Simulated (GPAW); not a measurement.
# Core-hole calculation of the B K edge in Sc3InB (Pm-3m), part 2 of 2

What does one-electron theory with a core hole give for the B K edge of Sc3InB (Pm-3m)?

GPAW 26.7.0; X-ray absorption from dipole matrix elements to empty bands, plane-wave PAW LDA.

So far. Step 2 (The field without a hole): The mesh shows no gap, so the system is treated as a metal and the core electron is put at the Fermi level (neutral cell). Step 3 (Spectrum without a core hole, B atom 5): Main maxima below 24 eV (height): 0.2 eV (0.43), 2.3 eV (1.02), 5.7 eV (1.94), 8.5 eV (1.29), 14.0 eV (1.78), 19.0 eV (0.77) and 23.4 eV (0.86). A K edge sees empty p states on the absorber.

## Step 5: Spectrum with XCH, B atom 5

The holes are 7.9 Å apart. In GPAW the data set carries the hole's charge, so charge=0 means a charged cell and charge=-1 a neutral one. The excited electron is kept in the cell, where it fills the lowest empty states and screens the hole. After the field has converged, empty bands are computed with the density fixed and the dipole matrix elements are summed.

xas.py reads:

```python
import numpy as np
from ase import Atoms
from ase.parallel import parprint, paropen
from gpaw import GPAW, PW, FermiDirac, Mixer, MixerDif, setup_paths
from gpaw.test import gen
setup_paths.insert(0, '.')
gen('B', name='fch1s', xcname='LDA', corehole=(1, 0, 1), write_xml=True)
from gpaw.mpi import world
world.barrier()

atoms = Atoms('In4Sc12B4',
    cell=[[4.56, 4.56, 4.56],
     [-4.56, 4.56, -4.56],
     [-4.56, -4.56, 4.56]],
    scaled_positions=[[0, 0, 0],
     [0, 0.5, 0.5],
     [0.5, 0, 0.5],
     [0.5, 0.5, 0],
     [0.25, 0, 0.75],
     [0.25, 0.5, 0.25],
     [0.75, 0, 0.25],
     [0.75, 0.5, 0.75],
     [0.25, 0.75, 0],
     [0.25, 0.25, 0.5],
     [0.75, 0.75, 0.5],
     [0.75, 0.25, 0],
     [0.5, 0.25, 0.25],
     [0.5, 0.75, 0.75],
     [0, 0.25, 0.75],
     [0, 0.75, 0.25],
     [0.5, 0, 0],
     [0.5, 0.5, 0.5],
     [0, 0, 0.5],
     [0, 0.5, 0]],
    pbc=True)
atoms.calc = calc = GPAW(legacy_gpaw=True, mode=PW(430), xc='LDA', setups={16: 'fch1s'},
    kpts={'size': (3, 3, 3), 'gamma': True}, occupations=FermiDirac(0.1),
    charge=-1, mixer=Mixer(0.1, 5, 50), maxiter=150,
    convergence={'density': 0.0001}, txt='scf.txt')
energy = atoms.get_potential_energy() + calc.get_reference_energy()
ef = calc.get_fermi_level()
out = dict(energy=energy, fermi=ef, forces=atoms.get_forces().tolist())
parprint(f'all-electron energy {energy:.4f} eV, Fermi level {ef:.4f} eV')
ev = np.array([[calc.get_eigenvalues(k, s) for k in range(len(calc.get_ibz_k_points()))] for s in range(calc.get_number_of_spins())])
out['homo'], out['lumo'], out['counts'] = ev[ev < ef].max(), ev[ev > ef].min(), sorted(set((ev < ef).sum((0, 2)).tolist()))
out['filled'] = (ev[:, 0] < ef).sum(1).tolist()

from ase.units import Ha
from gpaw.xas import dipole_matrix_elements
nb = int(calc.get_number_of_electrons() / 2) + 288
top, nb = nb, nb + 8 + nb // 12
nscf = calc.fixed_density(kpts={'size': (4, 4, 4), 'gamma': True}, nbands=nb,
    convergence={'bands': top, 'eigenstates': 1e-5}, maxiter=60, txt='nscf.txt')
cell = atoms.cell.array
ops = [cell.T @ U.T @ np.linalg.inv(cell.T) for U in nscf.wfs.kd.symmetry.op_scc]
E = np.arange(-6, 34, 0.1)
fwhm = np.interp(E, [4, 25], [0.9, 3.5])
Y, X, zero, highest = 0, 0, 1e9, 1e9
for spin in range(nscf.get_number_of_spins()):
    wfs = nscf.wfs
    A = dipole_matrix_elements(wfs.setups[16])
    eps = np.zeros((wfs.kd.nibzkpts, nb))
    d = np.zeros((3, A.shape[1], wfs.kd.nibzkpts, nb), complex)
    for kpt in wfs.kpt_u:
        if kpt.s == spin and 16 in kpt.P_ani:
            eps[kpt.k] = kpt.eps_n * Ha
            d[:, :, kpt.k] = (kpt.weight * wfs.nspins / 2) ** 0.5 * np.inner(A, kpt.P_ani[16])
    world.sum(eps)
    world.sum(d)
    T = np.einsum('amkn,bmkn->abkn', d, d.conj()).real
    T = sum(np.einsum('ai,ijkn,bj->abkn', R, T, R) for R in ops) / len(ops)
    empty = eps > ef
    zero, highest = min(zero, eps[empty].min()), min(highest, eps[:, top - 1].min())
    lines = [(eps, T, empty)] if spin == 0 else lines + [(eps, T, empty)]
for eps, T, empty in lines:
    f = np.einsum('aakn->akn', T).reshape(3, -1)
    x = eps.ravel() - zero
    w = np.interp(x, E, fwhm) / 2.35482
    g = np.exp(-0.5 * ((E[:, None] - x) / w) ** 2) / (w * (2 * np.pi) ** 0.5)
    Y = Y + (f * empty.ravel()) @ g.T
    X = X + (f * ~empty.ravel()) @ g.T
out.update(E=E.round(2).tolist(), xas=Y.tolist(), xes=X.tolist(), zero=zero, valid=highest - zero, nk=len(eps), nb=nb)
for i in range(0, len(E), 10):
    parprint(f'{E[i]:7.2f}', *(f'{v:10.3e}' for v in Y[:, i]))
import json
with paropen('out.json', 'w') as f:
    json.dump(out, f)
```

Launch:

```
OMP_NUM_THREADS=1 mpirun -n 4 gpaw python xas.py
```

Numbers of over 12 decimals in the logs are rounded to 6 here.

Output:

```text
Input parameters:
  charge: -1
  convergence: {density: 0.0001}
  kpts: {gamma: True,
         size: (3, 3, 3)}
  maxiter: 150
  mixer: {backend: pulay,
          beta: 0.1,
          method: separate,
          nmaxold: 5,
          weight: 50}
  mode: {ecut: 430.0,
         name: pw}
  occupations: {fixmagmom: False,
                name: fermi-dirac,
                width: 0.1}
  setups: {16: fch1s}

Initialize ...

[... PAW data sets ...]

Reference energy: -890682.303463  # eV

Spin-paired calculation

[... convergence settings ...]
Symmetries present (total): 12
  [... symmetry matrices ...]

27 k-points: 3 x 3 x 3 Monkhorst-Pack grid
6 k-points in the irreducible part of the Brillouin zone
       k-points in crystal coordinates                weights
   0:     0.00000000    0.00000000    0.00000000          1/27
   1:     0.00000000    0.33333333    0.00000000          6/27
   2:     0.00000000    0.33333333    0.33333333          2/27
   3:     0.33333333    0.00000000    0.00000000          6/27
   4:     0.33333333    0.33333333   -0.33333333          6/27
   5:     0.33333333    0.33333333    0.33333333          6/27

Wave functions: Plane wave expansion
  Cutoff energy: 430.000 eV
  Number of coefficients (min, max): 7662, 7707
  Pulay-stress correction: 0.000000 eV/Ang^3 (de/decut=0.000000)
  Using FFTW library
  Wavefunction extrapolation:
    Improved wavefunction reuse through dual PAW basis

Occupation numbers: Fermi-Dirac:
  width: 0.1000  # eV

Eigensolver
   Davidson(niter=2)

Densities:
  Coarse grid: 40*40*40 grid
  Fine grid: 80*80*80 grid
  Total Charge: 0.000000

Density mixing:
  Method: separate
  Backend: pulay
  Linear mixing parameter: 0.1
  old densities: 5
  Width of damping distribution: 1.1
  Damping of long wavelength oscillations: 50

[... Hamiltonian set-up ...]
Number of atoms: 20
Number of atomic orbitals: 208
Number of bands in calculation: 123
Number of valence electrons: 197
Bands to converge: occupied

... initialized

Initializing position-dependent things.

Density initialized from atomic densities
Creating initial wave functions:
  123 bands from LCAO basis set

                Sc         Sc
                 Sc          Sc
                    In
          Sc Sc B     Sc   B
              Sc       In

       Sc    B  Sc
         In      Sc In
          Sc    B

Atomic positions and initial magnetic moments

Positions:
   0 In     0.000000    0.000000    0.000000    ( 0.0000,  0.0000,  0.0000)
   1 In    -4.560000    0.000000    0.000000    ( 0.0000,  0.0000,  0.0000)
   2 In     0.000000    0.000000    4.560000    ( 0.0000,  0.0000,  0.0000)
   3 In     0.000000    4.560000    0.000000    ( 0.0000,  0.0000,  0.0000)
   4 Sc    -2.280000   -2.280000    4.560000    ( 0.0000,  0.0000,  0.0000)
   5 Sc    -2.280000    2.280000    0.000000    ( 0.0000,  0.0000,  0.0000)
   6 Sc     2.280000    2.280000    4.560000    ( 0.0000,  0.0000,  0.0000)
[...]
17 B     -2.280000    2.280000    2.280000    ( 0.0000,  0.0000,  0.0000)
  18 B     -2.280000   -2.280000    2.280000    ( 0.0000,  0.0000,  0.0000)
  19 B     -2.280000    2.280000   -2.280000    ( 0.0000,  0.0000,  0.0000)

Unit cell:
           periodic     x           y           z      points  spacing
  1. axis:    yes    4.560000    4.560000    4.560000    40     0.1612
  2. axis:    yes   -4.560000    4.560000   -4.560000    40     0.1612
  3. axis:    yes   -4.560000   -4.560000    4.560000    40     0.1612

  Lengths:   7.898152   7.898152   7.898152
  Angles:  109.471221 109.471221 109.471221

Effective grid spacing dv^(1/3) = 0.1810

iter:   1  -167.722655
iter:   2  -144.725103   +0.10  -1.03
iter:   3  -128.851380   +0.47  -1.17
iter:   4  -129.996674   +0.04  -1.46
iter:   5  -130.644110   -0.24  -1.57
iter:   6  -130.976554   -0.73  -1.61
iter:   7  -131.037724   -0.91  -1.69
iter:   8  -131.054437c  -0.88  -2.11
iter:   9  -131.217491   -1.07  -2.15
iter:  10  -131.007819   -1.53  -2.06
iter:  11  -131.020601   -2.01  -2.74
iter:  12  -131.023394c  -2.12  -2.81
iter:  13  -131.023326c  -2.50  -2.68
iter:  14  -131.024843c  -2.85  -3.01
iter:  15  -131.024962c  -3.07  -3.10
iter:  16  -131.024805c  -3.22  -3.22
iter:  17  -131.025409c  -3.52  -3.53
iter:  18  -131.025473c  -3.78  -3.84
iter:  19  -131.025575c  -3.88  -3.88
iter:  20  -131.025771c  -4.07  -3.94
iter:  21  -131.025763c  -4.25  -4.26c
iter:  22  -131.025752c  -4.37  -4.32c
iter:  23  -131.025812c  -4.60  -4.32c
iter:  24  -131.025821c  -4.72  -4.69c
iter:  25  -131.025817c  -4.81  -4.80c
iter:  26  -131.025825c  -4.94  -4.94c
iter:  27  -131.025826c  -5.03  -5.10c
[...]
iter:  52  -131.025841c  -7.10  -6.79c
iter:  53  -131.025841c  -7.17  -6.90c
iter:  54  -131.025841c  -7.31  -7.01c
iter:  55  -131.025841c  -7.42c -7.30c

Converged after 55 iterations.

Dipole moment: (0.000000, 0.000000, -0.000000) |e|*Ang

Energy contributions relative to reference atoms: (reference = -890682.303463)

Kinetic:        +92.321368
Potential:      -82.960073
External:        +0.000000
XC:            -143.368724
Entropy (-ST):   -0.541185
Local:           +3.252180
SIC:             +0.000000
--------------------------
Free energy:   -131.296434
Extrapolated:  -131.025841

Showing only first 2 kpts
 Kpt  Band  Eigenvalues  Occupancy
  0    96      6.19684    1.52250
  0    97      6.28196    1.15298
  0    98      6.28196    1.15298
  0    99      6.62482    0.08456

  1    96      6.07760    1.82618
  1    97      6.09394    1.79843
  1    98      6.32976    0.91538
[...]
Fermi level: 6.31280

No gap
No difference between direct/indirect transitions

Forces in eV/Ang:
  0 In    0.00000    0.00000    0.00000
  1 In    0.00000    0.00000    0.00000
  2 In    0.00000    0.00000    0.00000
  3 In    0.00000    0.00000    0.00000
  4 Sc   -0.00000   -0.00000    0.65493
  5 Sc    0.00000   -0.00000    0.00000
  6 Sc    0.00000    0.00000   -0.65493
[...]
17 B     0.00000    0.00000   -0.00000
 18 B    -0.00000   -0.00000   -0.00000
 19 B     0.00000    0.00000    0.00000
Scalar-relativistic atomic LDA calculation for B (Boron, Z=5)
Core hole in 1s state (1s occupation: 1.0)
300 radial gridpoints.
|------------------------------------------------|
|------------------------------------------------|
[... the atom generator's iteration count ...]

Energy contributions:
-------------------------
Kinetic:      +16.693400
XC:            -2.260601
Potential:    -31.255183
-------------------------
Total:        -16.822384

state      eigenvalue         ekin         rmax
-----------------------------------------------
1s^1.0 :    -8.526766    11.791826        0.204
2s^2.0 :    -0.864526     1.675176        1.279
2p^1.0 :    -0.653666     1.551222        1.105
-----------------------------------------------
(units: Bohr and Hartree)

Generating PAW setup
Kinetic energy of the core from tauc = 11.795725
Cutoffs:
rc(s)=1.200
rc(p)=1.200
rc(d)=1.200
rc(vbar)=1.080
rc(comp)=1.200
rc(nct)=1.200

Kinetic energy of the core states: 11.791826
Charge: 1.0
Core electrons: 1.0
Valence electrons: 3.0
Pseudo-core charge: 0.037612
Shape function alpha=6.944
Pseudo-electron charge 3.041132
state    eigenvalue         norm
--------------------------------
2s(2) :    -0.864526     1.030522
*s    :     0.135474
2p(1) :    -0.653666     0.942475
*p    :     0.346334
*d    :     0.000000
--------------------------------

Diagonalizing with gridspacing h=0.050

state   all-electron     PAW
-------------------------------
2s:      -0.864526    -0.865247
2p:      -0.653666    -0.654690
*d:                   -0.075592
*f:                   -0.015154
-------------------------------
all-electron energy -890813.3293 eV, Fermi level 6.3128 eV
[...]
31.00  2.665e-04  2.665e-04  2.665e-04
  32.00  2.707e-04  2.707e-04  2.707e-04
  33.00  2.693e-04  2.693e-04  2.693e-04
```

Wall time 22 min (4 MPI ranks of Arm Neoverse V2, shared host); peak memory 0.83 GiB; 86 min of CPU time.

The B K spectrum, B atom 5, excited-electron core hole (neutral cell) (energy from the lowest empty level; intensity scaled to a mean of 1 over the first 20 eV):

| E (eV) | intensity |
| --- | --- |
| -2.0 | 0.00 |
| -0.5 | 0.05 |
| 1.0 | 0.24 |
| 2.5 | 0.97 |
| 4.0 | 1.11 |
| 5.5 | 2.27 |
| 7.0 | 1.12 |
| 8.5 | 1.31 |
| 10.0 | 1.02 |
| 11.5 | 1.25 |
| 13.0 | 1.46 |
| 14.5 | 0.89 |
| 16.0 | 0.53 |
| 17.5 | 0.60 |
| 19.0 | 0.65 |
| 20.5 | 0.63 |
| 22.0 | 0.76 |
| 23.5 | 0.79 |
| 25.0 | 0.70 |
| 26.5 | 0.71 |
| 28.0 | 0.71 |
| 29.5 | 0.62 |
| 31.0 | 0.60 |

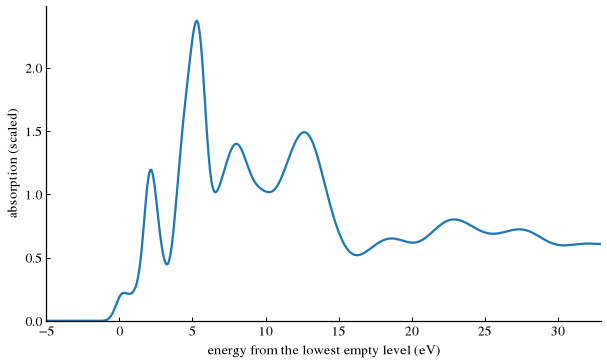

The B K edge, B atom 5, excited-electron core hole (neutral cell): main maxima at 5.3, 8.0 and 12.7 eV.

Main maxima below 24 eV (height): 2.1 eV (1.19), 5.3 eV (2.37), 8.0 eV (1.40), 12.7 eV (1.49) and 22.9 eV (0.80). 

The total-energy difference is 188.01 eV. One term is added: -5.56 eV, since the hole is spin-paired here and a spin-polarised one costs that much less in the free atom (computed apart). The photon energy is then 182.45 eV. The functional leaves an error in such absolute values: in the free atom LDA prices this hole 2.2 eV below PBE (computed apart), and PBE is itself good to a few eV.

## Step 6: Spectrum with FCH, B atom 5

The holes are 7.9 Å apart. In GPAW the data set carries the hole's charge, so charge=0 means a charged cell and charge=-1 a neutral one. The excited electron is left out and a uniform background balances the charge. After the field has converged, empty bands are computed with the density fixed and the dipole matrix elements are summed.

Changed against the first core-hole run: core hole to FCH.

xas.py: that of step 5 with these lines changed.

```diff
@@ -37,3 +37,3 @@
     kpts={'size': (3, 3, 3), 'gamma': True}, occupations=FermiDirac(0.1),
-    charge=-1, mixer=Mixer(0.1, 5, 50), maxiter=150,
+    charge=0, mixer=Mixer(0.1, 5, 50), maxiter=150,
     convergence={'density': 0.0001}, txt='scf.txt')
```

Output:

```text
Input parameters:
  convergence: {density: 0.0001}
  kpts: {gamma: True,
         size: (3, 3, 3)}
  maxiter: 150
  mixer: {backend: pulay,
          beta: 0.1,
          method: separate,
          nmaxold: 5,
          weight: 50}
  mode: {ecut: 430.0,
         name: pw}
  occupations: {fixmagmom: False,
                name: fermi-dirac,
                width: 0.1}
  setups: {16: fch1s}

Initialize ...

[... PAW data sets ...]

Reference energy: -890682.303463  # eV

Spin-paired calculation

[... convergence settings ...]
Symmetries present (total): 12
[...]
iter:   1  -176.810714
iter:   2  -151.866274   +0.11  -1.00
iter:   3  -134.931833   +0.50  -1.15
iter:   4  -136.145765   +0.07  -1.46
iter:   5  -136.835903   -0.20  -1.58
iter:   6  -137.244673   -0.71  -1.61
iter:   7  -137.217901   -0.85  -1.68
iter:   8  -137.300265c  -0.81  -2.07
iter:   9  -137.398589   -1.07  -2.05
iter:  10  -137.235582   -1.57  -2.06
[... 43 further cycles ...]
iter:   4  -139.556196c  +0.64       c
iter:   5  -139.556355c  +0.15       c
iter:   6  -139.556439c  -0.36       c
iter:   7  -139.556481c  -0.84       c
[...]
iter:  12  -139.556520c  -2.84       c
iter:  13  -139.556521c  -3.16       c

all-electron energy -890819.5611 eV, Fermi level 6.2776 eV
```

Wall time 14 min (4 MPI ranks); peak memory 0.04 GiB.

The run was cut off at its time limit.

The time allowed ran out, so this step gives no result.

## Step 7: With and without the hole

Both curves are counted from their own zero, so only the shift of weight within the empty states shows.

| E (eV) | no hole | XCH |
| --- | --- | --- |
| -2.0 | 0.00 | 0.00 |
| -1.0 | 0.01 | 0.00 |
| 0.0 | 0.38 | 0.19 |
| 1.0 | 0.27 | 0.24 |
| 2.0 | 0.87 | 1.15 |
| 3.0 | 0.52 | 0.52 |
| 4.0 | 0.51 | 1.11 |
| 5.0 | 1.14 | 2.23 |
| 6.0 | 1.81 | 1.47 |
| 7.0 | 0.95 | 1.12 |
| 8.0 | 1.20 | 1.40 |
| 9.0 | 1.23 | 1.16 |
| 10.0 | 1.16 | 1.02 |
| 11.0 | 1.07 | 1.11 |
| 12.0 | 1.14 | 1.40 |
| 13.0 | 1.49 | 1.46 |
| 14.0 | 1.78 | 1.11 |
| 15.0 | 1.38 | 0.70 |
| 16.0 | 0.79 | 0.53 |
| 17.0 | 0.61 | 0.55 |
| 18.0 | 0.70 | 0.63 |
| 19.0 | 0.77 | 0.65 |
| 20.0 | 0.71 | 0.62 |
| 21.0 | 0.69 | 0.66 |
| 22.0 | 0.77 | 0.76 |
| 23.0 | 0.85 | 0.80 |
| 24.0 | 0.84 | 0.76 |
| 25.0 | 0.79 | 0.70 |
| 26.0 | 0.76 | 0.69 |
| 27.0 | 0.79 | 0.72 |
| 28.0 | 0.81 | 0.71 |
| 29.0 | 0.77 | 0.65 |
| 30.0 | 0.71 | 0.60 |
| 31.0 | 0.67 | 0.60 |
| 32.0 | 0.65 | 0.61 |

With each curve scaled to its own mean, the area from −2 to 6 eV with the hole is 6.3 against 4.7, and the centre of weight from −1 to 20 eV moves by -0.9 eV: the hole pulls the absorber's empty states down.

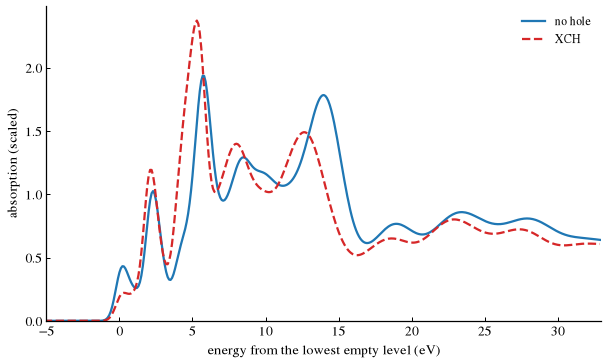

The B K edge with and without the core hole, each from its own zero; the highest intensity below 16 eV lies at 5.3 eV with the hole.

## Step 8: Results

```yaml
absorber_and_edge: B K, atom 5 of the ground-state input (counted from 1)
surroundings: 6 Sc at 2.28 Å (octahedral, site symmetry m-3m)
highest_intensity_below_16_ev: 5.3 eV above the zero, height 2.37
photon_energy_of_the_zero_with_the_added_terms: 182.4 eV (raw 188.0 eV; LDA puts this hole about 2 eV below PBE, itself good to a few eV)
```

What this shows: The B K edge of atom 5, with 6 Sc at 2.28 Å (octahedral, site symmetry m-3m), has its highest intensity of the first 16 eV at 5.3 eV above the zero, near 188 eV in photon energy (LDA puts this hole about 2 eV below PBE, itself good to a few eV), 2.4 times the mean level of the first 20 eV (Gaussian full width 0.9 eV up to 4 eV, rising linearly to 3.5 eV at 25 eV). With each curve scaled to its own mean, the area from −2 to 6 eV with the hole is 6.3 against 4.7, and the centre of weight from −1 to 20 eV moves by -0.9 eV: the hole pulls the absorber's empty states down. The mesh is coarse (0.24 Å⁻¹ between points), so small maxima may be mesh ripples. The structure is a published determination, not relaxed.

[Banner, clock and machine lines of the logs are left out without a mark of their own.]

[Logs are printed without paths, hosts, clocks, repeated set-up lines and the standing remarks that a program may print on its own settings, such as how far it seeks lower states.]

[Hosts, paths, dates, database ids (printed as entryN), source tags and the programs' standing remarks are cut or masked in the printed files.]

[Lists of maxima count a maximum above −3 eV only where it reaches 4 % of the highest in the window and stands out from its surroundings by 2 % of it (1.5 % where it reaches 55 %); shoulders and weaker maxima are passed over, and of the rest the first, up to two pre-edge ones and the few strongest are named.]
